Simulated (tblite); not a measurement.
C₃H₆N₂Si: geometry relaxation (part 1 of 3)

- system: C₃H₆N₂Si, SMILES C=NC[SiH2]C#N
- method: GFN2-xTB geometry optimisation, gas phase (tblite 0.8.0)

It belongs to a series of runs on one base structure; here: constitutional isomer.

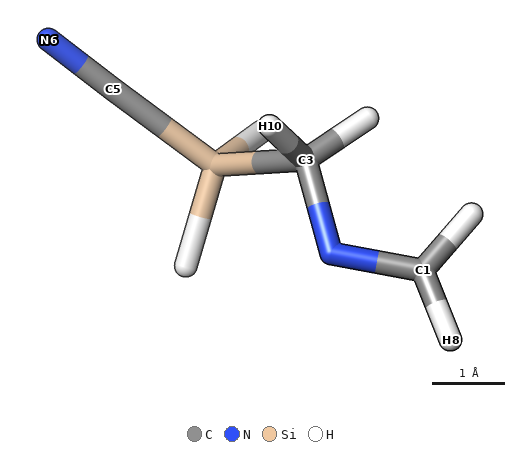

Fig. 1: The input geometry (stick view, seen at a tilt; atoms are numbered from 1 in the order of the input). Bond lengths as drawn: C–H 1.09 to 1.11 Å, C–N 1.17 to 1.43 Å, C–Si 1.82 to 1.87 Å and H–Si 1.49 Å.

The input
```
{"job": {"kind": "relax", "xc": "GFN2-xTB", "basis": "xTB"}, "charge": 0, "multiplicity": 1}
C      2.376000    -0.488100     0.486300
N      1.273100     0.098200     0.880300
C      0.337300     0.382700    -0.166600
Si    -1.351100    -0.307100     0.264100
C     -2.678600     0.920100     0.066900
N     -3.521600     1.717200    -0.078400
H      2.509600    -0.708100    -0.572000
H      3.160900    -0.748800     1.199100
H      0.642600    -0.054700    -1.141500
H      0.225700     1.489000    -0.194000
H     -1.644700    -1.442600    -0.655500
H     -1.327900    -0.858500     1.650200
```

The first line tells a small driver script what to run in tblite; the rest is the geometry in Å.

Machine: 1 CPU thread, shared host.

Launch command:
```bash
OMP_NUM_THREADS=1 python <driver script> task.json out
```

Output
```
step      E/eV     max force
  0    -461.15492    3.799
  1    -460.95266   11.597
  2    -461.32495    2.747
  3    -461.31013    3.333
  4    -461.40950    0.575
  5    -461.42220    0.378
  6    -461.43701    0.591
  7    -461.45288    0.462
  8    -461.45866    0.233
  9    -461.46389    0.242
 10    -461.46996    0.444
 11    -461.47633    0.459
 12    -461.48112    0.262
 13    -461.48410    0.136
 14    -461.48606    0.204
 15    -461.48779    0.200
 16    -461.48900    0.097
 17    -461.48982    0.082
 18    -461.49068    0.142
 19    -461.49167    0.178
 20    -461.49252    0.122
 21    -461.49307    0.073
 22    -461.49345    0.076
 23    -461.49392    0.138
 24    -461.49455    0.159
 25    -461.49519    0.114
 26    -461.49571    0.069
 27    -461.49616    0.081
 28    -461.49667    0.114
 29    -461.49723    0.122
 30    -461.49777    0.084
 31    -461.49819    0.053
 32    -461.49852    0.068
 33    -461.49888    0.081
 34    -461.49931    0.074
 35    -461.49981    0.061
 36    -461.50036    0.071
 37    -461.50090    0.084
 38    -461.50138    0.076
 39    -461.50180    0.053
 40    -461.50221    0.052
 41    -461.50264    0.059
 42    -461.50309    0.057
 43    -461.50359    0.062
 44    -461.50427    0.069
 45    -461.50517    0.102
 46    -461.50621    0.116
 47    -461.50723    0.093
 48    -461.50823    0.079
 49    -461.50933    0.089
 50    -461.51074    0.112
 51    -461.51230    0.129
 52    -461.51346    0.098
 53    -461.51422    0.065
 54    -461.51494    0.113
 55    -461.51528    0.242
 56    -461.51646    0.114
 57    -461.51730    0.070
 58    -461.51835    0.074
 59    -461.51910    0.086
 60    -461.51986    0.118
 61    -461.52049    0.224
 62    -461.52099    0.052
 63    -461.52122    0.046
 64    -461.52159    0.042
 65    -461.52188    0.050
 66    -461.52226    0.095
 67    -461.52272    0.117
 68    -461.52342    0.138
 69    -461.52420    0.083
 70    -461.52483    0.053
 71    -461.52533    0.108
 72    -461.52599    0.184
 73    -461.52705    0.253
 74    -461.52869    0.302
 75    -461.53077    0.276
 76    -461.53315    0.156
 77    -461.53463    0.216
 78    -461.53657    0.284
 79    -461.53792    0.181
 80    -461.54009    0.238
 81    -461.54086    0.081
 82    -461.54121    0.058
 83    -461.54156    0.057
 84    -461.54181    0.046
 85    -461.54222    0.043
 86    -461.54253    0.062
 87    -461.54285    0.045
 88    -461.54308    0.050
 89    -461.54323    0.032
 90    -461.54340    0.057
 91    -461.54356    0.076
 92    -461.54377    0.079
 93    -461.54393    0.048
 94    -461.54408    0.030
 95    -461.54425    0.035
 96    -461.54444    0.040
 97    -461.54457    0.047
 98    -461.54463    0.025
 99    -461.54467    0.021
100    -461.54469    0.025
101    -461.54473    0.032
102    -461.54479    0.041
103    -461.54487    0.036
104    -461.54498    0.025
105    -461.54510    0.021
106    -461.54519    0.020
107    -461.54524    0.015
108    -461.54528    0.016
109    -461.54531    0.011
110    -461.54533    0.012
111    -461.54536    0.013
112    -461.54538    0.013
113    -461.54541    0.012
114    -461.54542    0.012
115    -461.54543    0.015
116    -461.54544    0.011
117    -461.54544    0.011
118    -461.54545    0.010
```

Trajectory as extended XYZ (Å, eV, eV/Å), 40 of the 119 frames kept, from step=0 to step=118
```
12
Properties=species:S:1:pos:R:3:forces:R:3 step=0 energy=-461.15492
C     2.3760   -0.4881    0.4863   -2.5050   1.3630   1.2760
N     1.2731    0.0982    0.8803    2.8370  -1.5060  -1.4780
C     0.3373    0.3827   -0.1666    0.3040   0.6630   0.1480
Si   -1.3511   -0.3071    0.2641    0.0980  -2.0820   0.8310
C    -2.6786    0.9201    0.0669   -2.6850   2.6430  -0.4850
N    -3.5216    1.7172   -0.0784    1.9360  -1.8580   0.3510
H     2.5096   -0.7081   -0.5720    0.2860  -0.1670   0.0520
H     3.1609   -0.7488    1.1991   -0.5040   0.1730  -0.2680
H     0.6426   -0.0547   -1.1415    0.0970   0.6220   0.1700
H     0.2257    1.4890   -0.1940    0.3150  -0.5100  -0.3160
H    -1.6447   -1.4426   -0.6555   -0.0480   0.3170   0.1140
H    -1.3279   -0.8585    1.6502   -0.1310   0.3410  -0.3950
12
Properties=species:S:1:pos:R:3:forces:R:3 step=3 energy=-461.31013
C     2.3802   -0.4906    0.4879   -2.8980   1.4790   0.7220
N     1.2776    0.0979    0.8652    2.8680  -1.4100  -0.8770
C     0.3430    0.3897   -0.1597   -0.1970   0.0980  -0.0800
Si   -1.3522   -0.3493    0.2816   -0.1730  -0.3950   0.1880
C    -2.6908    0.9342    0.0642   -0.2510   0.2600  -0.0490
N    -3.5205    1.7156   -0.0778    0.2850  -0.2610   0.0520
H     2.5191   -0.7129   -0.5655    0.3050  -0.2010  -0.1130
H     3.1427   -0.7424    1.1918    0.0450  -0.0170   0.2450
H     0.6458   -0.0342   -1.1375    0.0870   0.4760   0.0270
H     0.2359    1.4796   -0.2027    0.1430  -0.0980  -0.1920
H    -1.6474   -1.4370   -0.6549   -0.1010  -0.0040  -0.0820
H    -1.3322   -0.8512    1.6461   -0.1120   0.0730   0.1570
12
Properties=species:S:1:pos:R:3:forces:R:3 step=6 energy=-461.43701
C     2.3545   -0.4790    0.4878    0.4830  -0.2650  -0.2140
N     1.3076    0.0874    0.8493   -0.4970   0.2610   0.0990
C     0.3365    0.3890   -0.1551   -0.0450   0.0130  -0.0100
Si   -1.3592   -0.3689    0.2909   -0.0210  -0.0150   0.0280
C    -2.6900    0.9342    0.0643    0.2090  -0.2260   0.0510
N    -3.5167    1.7129   -0.0770   -0.0750   0.0970  -0.0170
H     2.5378   -0.7247   -0.5645    0.1950  -0.1530  -0.0530
H     3.1281   -0.7370    1.1951   -0.1060   0.0520   0.0880
H     0.6512   -0.0034   -1.1377    0.0280   0.2470  -0.0750
H     0.2470    1.4752   -0.2130    0.0400   0.0270  -0.0220
H    -1.6551   -1.4389   -0.6613   -0.1050  -0.0580  -0.0750
H    -1.3402   -0.8475    1.6599   -0.1070   0.0190   0.1990
12
Properties=species:S:1:pos:R:3:forces:R:3 step=9 energy=-461.46389
C     2.3593   -0.4844    0.4739   -0.0930   0.0390   0.0790
N     1.3055    0.0903    0.8356    0.1180  -0.1470  -0.1400
C     0.3267    0.3923   -0.1568    0.0490   0.0850  -0.1260
Si   -1.3645   -0.3891    0.3024    0.1090  -0.0020  -0.0070
C    -2.6818    0.9227    0.0682   -0.0460  -0.0080   0.0220
N    -3.5057    1.7070   -0.0757    0.1150  -0.0780   0.0120
H     2.5757   -0.7526   -0.5687    0.0240  -0.0390   0.0450
H     3.1063   -0.7273    1.2105    0.0370  -0.0030   0.0790
H     0.6575    0.0489   -1.1491   -0.0570  -0.0360  -0.1410
H     0.2567    1.4783   -0.2208   -0.1520   0.1200   0.1450
H    -1.6741   -1.4459   -0.6729   -0.0360   0.0210   0.0760
H    -1.3606   -0.8409    1.6920   -0.0680   0.0470  -0.0430
12
Properties=species:S:1:pos:R:3:forces:R:3 step=12 energy=-461.48112
C     2.3672   -0.4933    0.4716   -0.1770   0.0290   0.0500
N     1.3029    0.0795    0.8085    0.2340   0.0080  -0.1170
C     0.3290    0.4088   -0.1813    0.0030  -0.0670   0.0190
Si   -1.3485   -0.3982    0.3069    0.0090  -0.0180  -0.0300
C    -2.6729    0.9024    0.0770   -0.0500   0.0850  -0.0150
N    -3.4856    1.6968   -0.0739    0.0700  -0.0710   0.0190
H     2.6075   -0.7798   -0.5641    0.0100   0.0310   0.1280
H     3.0974   -0.7213    1.2357   -0.0600  -0.0230  -0.0510
H     0.6502    0.0801   -1.1841   -0.0670   0.0820  -0.0520
H     0.2349    1.5005   -0.1981   -0.0450  -0.1120   0.0650
H    -1.6939   -1.4483   -0.6668    0.0410   0.0140   0.1110
H    -1.3869   -0.8279    1.7073    0.0310   0.0430  -0.1290
12
Properties=species:S:1:pos:R:3:forces:R:3 step=15 energy=-461.48779
C     2.3660   -0.4999    0.4728    0.1240  -0.0440  -0.0310
N     1.3099    0.0846    0.7932   -0.1440   0.1080   0.0870
C     0.3308    0.4083   -0.1894   -0.0100  -0.0110   0.0010
Si   -1.3413   -0.4002    0.3044   -0.0180   0.0440  -0.0290
C    -2.6676    0.8977    0.0794    0.0790  -0.0180  -0.0150
N    -3.4778    1.6922   -0.0723   -0.0790   0.0690  -0.0020
H     2.6205   -0.7881   -0.5527    0.0230  -0.0480  -0.0560
H     3.0893   -0.7227    1.2414    0.0010  -0.0380   0.0330
H     0.6396    0.0998   -1.2028   -0.0260   0.0660  -0.0100
H     0.2208    1.4969   -0.1819   -0.0280  -0.0380   0.0090
H    -1.6966   -1.4503   -0.6533    0.0240  -0.0870   0.0050
H    -1.3922   -0.8190    1.7001    0.0550  -0.0010   0.0100
12
Properties=species:S:1:pos:R:3:forces:R:3 step=18 energy=-461.49068
C     2.3678   -0.5021    0.4725   -0.0500   0.0450   0.0140
N     1.3110    0.0913    0.7891    0.0770  -0.1080  -0.0500
C     0.3298    0.4076   -0.1929   -0.0020   0.0470   0.0070
Si   -1.3403   -0.3998    0.3004   -0.0110  -0.0430  -0.0030
C    -2.6624    0.9002    0.0770   -0.0440   0.0670  -0.0400
N    -3.4770    1.6923   -0.0705    0.0120  -0.0080   0.0110
H     2.6303   -0.7988   -0.5510   -0.0330  -0.0140   0.0210
H     3.0837   -0.7278    1.2483   -0.0040  -0.0130   0.0060
H     0.6318    0.1203   -1.2139    0.0180   0.0010   0.0130
H     0.2097    1.4923   -0.1730   -0.0370   0.0770   0.0020
H    -1.6951   -1.4623   -0.6454    0.0250  -0.0560   0.0070
H    -1.3880   -0.8139    1.6981    0.0510   0.0040   0.0110
12
Properties=species:S:1:pos:R:3:forces:R:3 step=21 energy=-461.49307
C     2.3703   -0.5026    0.4722   -0.0610  -0.0400  -0.0020
N     1.3118    0.0887    0.7841    0.0000   0.0010  -0.0290
C     0.3286    0.4131   -0.1943   -0.0190   0.0170   0.0020
Si   -1.3417   -0.4023    0.2952    0.0010  -0.0070  -0.0010
C    -2.6596    0.9081    0.0691   -0.0170  -0.0350  -0.0160
N    -3.4799    1.6963   -0.0680    0.0380  -0.0080   0.0020
H     2.6321   -0.8091   -0.5487   -0.0100   0.0110   0.0170
H     3.0793   -0.7351    1.2541   -0.0230   0.0100  -0.0310
H     0.6274    0.1364   -1.2195    0.0270   0.0080   0.0290
H     0.1952    1.4977   -0.1650    0.0220   0.0230   0.0160
H    -1.6883   -1.4822   -0.6372    0.0200   0.0020   0.0240
H    -1.3742   -0.8096    1.6967    0.0240   0.0180  -0.0110
12
Properties=species:S:1:pos:R:3:forces:R:3 step=24 energy=-461.49455
C     2.3630   -0.5101    0.4710    0.0340  -0.0210  -0.0180
N     1.3092    0.0880    0.7785   -0.1080   0.0670   0.0950
C     0.3249    0.4200   -0.1951    0.0130   0.0050  -0.0080
Si   -1.3417   -0.4049    0.2923    0.0300   0.0340  -0.0030
C    -2.6599    0.9047    0.0620    0.0220  -0.0740   0.0080
N    -3.4757    1.6983   -0.0667   -0.0030   0.0230  -0.0150
H     2.6317   -0.8143   -0.5462   -0.0130  -0.0220  -0.0650
H     3.0725   -0.7375    1.2528   -0.0160  -0.0140   0.0070
H     0.6297    0.1476   -1.2185   -0.0050   0.0210  -0.0240
H     0.1910    1.5054   -0.1577    0.0260  -0.0190   0.0100
H    -1.6813   -1.4939   -0.6289    0.0100  -0.0120  -0.0010
H    -1.3622   -0.8038    1.6952    0.0080   0.0120   0.0140
12
Properties=species:S:1:pos:R:3:forces:R:3 step=27 energy=-461.49616
C     2.3514   -0.5177    0.4693   -0.0010   0.0570   0.0080
N     1.3016    0.0902    0.7795    0.0510  -0.0390  -0.0130
C     0.3223    0.4293   -0.1966    0.0240  -0.0030   0.0060
Si   -1.3379   -0.4054    0.2884    0.0200  -0.0230   0.0110
C    -2.6615    0.8950    0.0533   -0.0200   0.0090   0.0140
N    -3.4676    1.7004   -0.0669    0.0190  -0.0280  -0.0210
H     2.6267   -0.8226   -0.5489   -0.0790   0.0120   0.0100
H     3.0612   -0.7434    1.2515   -0.0220  -0.0360   0.0080
H     0.6318    0.1647   -1.2202   -0.0110   0.0250  -0.0250
H     0.1887    1.5133   -0.1474    0.0090   0.0040  -0.0080
H    -1.6701   -1.5099   -0.6177    0.0150   0.0070  -0.0040
H    -1.3455   -0.7946    1.6944   -0.0060   0.0150   0.0150
12
Properties=species:S:1:pos:R:3:forces:R:3 step=30 energy=-461.49777
C     2.3445   -0.5177    0.4682   -0.0160  -0.0320   0.0140
N     1.2968    0.0905    0.7824    0.0450   0.0160  -0.0690
C     0.3241    0.4371   -0.1973   -0.0290   0.0080  -0.0060
Si   -1.3306   -0.4076    0.2869   -0.0220  -0.0140   0.0190
C    -2.6636    0.8837    0.0489    0.0240   0.0170   0.0110
N    -3.4592    1.6992   -0.0720   -0.0050  -0.0380  -0.0220
H     2.6065   -0.8269   -0.5521   -0.0290   0.0300   0.0230
H     3.0482   -0.7559    1.2512    0.0190  -0.0360  -0.0020
H     0.6322    0.1828   -1.2252    0.0100   0.0110   0.0280
H     0.1899    1.5202   -0.1398   -0.0080   0.0160  -0.0050
H    -1.6565   -1.5223   -0.6090    0.0200   0.0130  -0.0050
H    -1.3312   -0.7837    1.6966   -0.0100   0.0080   0.0140
12
Properties=species:S:1:pos:R:3:forces:R:3 step=33 energy=-461.49888
C     2.3385   -0.5232    0.4682   -0.0060  -0.0290  -0.0100
N     1.2962    0.0946    0.7778   -0.0350   0.0440   0.0590
C     0.3223    0.4448   -0.1986    0.0130   0.0210   0.0080
Si   -1.3270   -0.4112    0.2884    0.0200   0.0180   0.0120
C    -2.6609    0.8770    0.0468    0.0350  -0.0010   0.0030
N    -3.4542    1.6937   -0.0788   -0.0380  -0.0080  -0.0240
H     2.5910   -0.8288   -0.5529    0.0370  -0.0230  -0.0370
H     3.0400   -0.7697    1.2511    0.0050  -0.0210  -0.0200
H     0.6332    0.1997   -1.2270   -0.0040  -0.0110  -0.0040
H     0.1885    1.5276   -0.1341   -0.0300   0.0100  -0.0010
H    -1.6441   -1.5309   -0.6030    0.0150   0.0050  -0.0080
H    -1.3224   -0.7743    1.7009   -0.0130  -0.0050   0.0210
12
Properties=species:S:1:pos:R:3:forces:R:3 step=36 energy=-461.50036
C     2.3266   -0.5331    0.4677   -0.0080   0.0530  -0.0300
N     1.2957    0.1054    0.7799    0.0390  -0.0580   0.0100
C     0.3223    0.4578   -0.1972    0.0370   0.0080   0.0370
Si   -1.3194   -0.4123    0.2939    0.0390   0.0140   0.0060
C    -2.6534    0.8728    0.0450   -0.0350   0.0170  -0.0210
N    -3.4540    1.6807   -0.0935   -0.0020  -0.0260  -0.0110
H     2.5737   -0.8318   -0.5589    0.0130  -0.0400   0.0230
H     3.0319   -0.7931    1.2449   -0.0510   0.0050  -0.0450
H     0.6346    0.2155   -1.2263   -0.0110  -0.0040   0.0150
H     0.1818    1.5392   -0.1293   -0.0230   0.0120  -0.0010
H    -1.6239   -1.5376   -0.5979    0.0140   0.0300   0.0220
H    -1.3145   -0.7641    1.7103   -0.0120  -0.0090  -0.0060
12
Properties=species:S:1:pos:R:3:forces:R:3 step=39 energy=-461.50180
C     2.3167   -0.5384    0.4624    0.0390  -0.0040  -0.0150
N     1.2966    0.1111    0.7838    0.0160   0.0050  -0.0500
C     0.3259    0.4721   -0.1916   -0.0310  -0.0030   0.0030
Si   -1.3075   -0.4101    0.3001   -0.0300   0.0260   0.0100
C    -2.6485    0.8673    0.0403   -0.0170  -0.0250  -0.0230
N    -3.4558    1.6660   -0.1099   -0.0120  -0.0070  -0.0080
H     2.5585   -0.8410   -0.5635   -0.0110  -0.0200  -0.0110
H     3.0179   -0.8158    1.2340    0.0120  -0.0030   0.0230
H     0.6346    0.2310   -1.2228   -0.0010   0.0140   0.0400
H     0.1728    1.5521   -0.1236    0.0260  -0.0030   0.0210
H    -1.6018   -1.5401   -0.5893    0.0150   0.0290   0.0280
H    -1.3082   -0.7552    1.7188   -0.0070  -0.0090  -0.0180
12
Properties=species:S:1:pos:R:3:forces:R:3 step=42 energy=-461.50309
C     2.3101   -0.5460    0.4540    0.0020  -0.0410   0.0110
N     1.3006    0.1179    0.7788    0.0060   0.0330   0.0330
C     0.3252    0.4889   -0.1861    0.0160   0.0060  -0.0020
Si   -1.2984   -0.4053    0.3077   -0.0150   0.0090   0.0050
C    -2.6471    0.8560    0.0297   -0.0300  -0.0070  -0.0140
N    -3.4576    1.6496   -0.1283   -0.0420   0.0160  -0.0180
H     2.5422   -0.8580   -0.5701    0.0010  -0.0140  -0.0430
H     3.0016   -0.8407    1.2276    0.0450   0.0140   0.0160
H     0.6336    0.2571   -1.2170   -0.0180   0.0010  -0.0410
H     0.1663    1.5671   -0.1103    0.0410   0.0080   0.0390
H    -1.5750   -1.5428   -0.5729    0.0010  -0.0160  -0.0070
H    -1.3004   -0.7446    1.7257   -0.0070  -0.0080   0.0210
12
Properties=species:S:1:pos:R:3:forces:R:3 step=45 energy=-461.50517
C     2.3058   -0.5603    0.4442   -0.0650   0.0090   0.0130
N     1.3136    0.1293    0.7763    0.0600  -0.0820   0.0010
C     0.3282    0.5086   -0.1759    0.0630   0.0030   0.0210
Si   -1.2920   -0.3930    0.3205    0.0320  -0.0200  -0.0150
C    -2.6563    0.8432    0.0128   -0.0500   0.0540   0.0050
N    -3.4728    1.6286   -0.1573   -0.0150  -0.0260  -0.0190
H     2.5206   -0.8811   -0.5853   -0.0130   0.0060   0.0920
H     2.9948   -0.8668    1.2194    0.0120   0.0410  -0.0870
H     0.6277    0.2824   -1.2111   -0.0370   0.0170  -0.0330
H     0.1711    1.5857   -0.0873    0.0360   0.0150   0.0200
H    -1.5414   -1.5397   -0.5547   -0.0110  -0.0380  -0.0240
H    -1.2980   -0.7376    1.7370   -0.0130   0.0200   0.0260
12
Properties=species:S:1:pos:R:3:forces:R:3 step=48 energy=-461.50823
C     2.2970   -0.5812    0.4331    0.0090   0.0270   0.0060
N     1.3316    0.1378    0.7772   -0.0460  -0.0490  -0.0170
C     0.3393    0.5338   -0.1600   -0.0550  -0.0120   0.0030
Si   -1.2811   -0.3777    0.3357   -0.0190   0.0060  -0.0300
C    -2.6720    0.8294   -0.0065    0.0460   0.0180   0.0280
N    -3.4989    1.5989   -0.2000    0.0190  -0.0700  -0.0070
H     2.4886   -0.9094   -0.5962   -0.0100  -0.0250   0.0310
H     2.9927   -0.8947    1.1965    0.0520   0.0050  -0.0390
H     0.6151    0.3154   -1.2062   -0.0050   0.0410   0.0570
H     0.1878    1.6107   -0.0545    0.0300  -0.0100   0.0050
H    -1.4997   -1.5379   -0.5360   -0.0070   0.0080   0.0110
H    -1.2992   -0.7257    1.7554   -0.0130   0.0620  -0.0470
12
Properties=species:S:1:pos:R:3:forces:R:3 step=51 energy=-461.51230
C     2.2741   -0.6126    0.4143    0.0450  -0.0310  -0.0230
N     1.3474    0.1460    0.7750   -0.0590   0.0290   0.0540
C     0.3457    0.5798   -0.1349   -0.0300  -0.0100   0.0170
Si   -1.2595   -0.3572    0.3543   -0.0450   0.0070  -0.0170
C    -2.6788    0.8015   -0.0325    0.0360   0.0180  -0.0170
N    -3.5273    1.5331   -0.2735    0.0280  -0.0660   0.0180
H     2.4261   -0.9634   -0.6096   -0.0130  -0.0270  -0.1250
H     2.9829   -0.9523    1.1520    0.0430   0.0220   0.0630
H     0.5971    0.3947   -1.1914    0.0370  -0.0070   0.0100
H     0.2106    1.6550    0.0026   -0.0150  -0.0200   0.0400
H    -1.4233   -1.5427   -0.4962   -0.0160   0.0200   0.0140
H    -1.2937   -0.6825    1.7786   -0.0100   0.0640  -0.0350
12
Properties=species:S:1:pos:R:3:forces:R:3 step=54 energy=-461.51494
C     2.2722   -0.6271    0.4026    0.0120  -0.0350  -0.0280
N     1.3571    0.1419    0.7752    0.0310  -0.0040   0.0030
C     0.3474    0.5943   -0.1187    0.0490  -0.0190   0.0150
Si   -1.2575   -0.3426    0.3598    0.0560  -0.0190   0.0110
C    -2.6807    0.7933   -0.0463    0.0460  -0.0290  -0.0260
N    -3.5476    1.4942   -0.3060   -0.0940   0.0620  -0.0130
H     2.4026   -0.9936   -0.6234   -0.0220   0.0400  -0.0040
H     2.9942   -0.9633    1.1337   -0.0360   0.0320  -0.0170
H     0.5886    0.4252   -1.1801    0.0410  -0.0130   0.0050
H     0.2273    1.6688    0.0378   -0.0420  -0.0260   0.0380
H    -1.3983   -1.5354   -0.4784   -0.0290  -0.0350  -0.0290
H    -1.3039   -0.6564    1.7825   -0.0120   0.0460   0.0440
```
